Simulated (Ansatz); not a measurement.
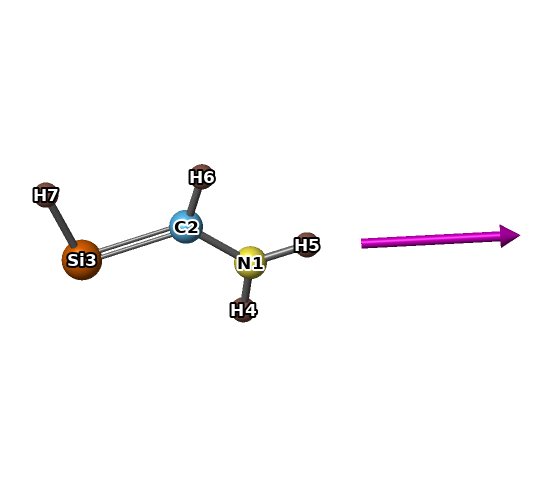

The arrow beside the molecule shows the direction of the dipole moment, from the negative to the positive end (its length means nothing). The species is neutral and a spin doublet. The computed structure is the end point of a PBE0-D4/def2-TZVP optimisation. No frequency run is at hand to confirm it as a minimum. Properties computed with UKS PBE0-D4/def2-TZVP (Ansatz 0.2.0).

**Estimate the dipole moment.**

4.46 D; it points from the side of H7 to the side of H5 (the outermost atoms at the two ends).
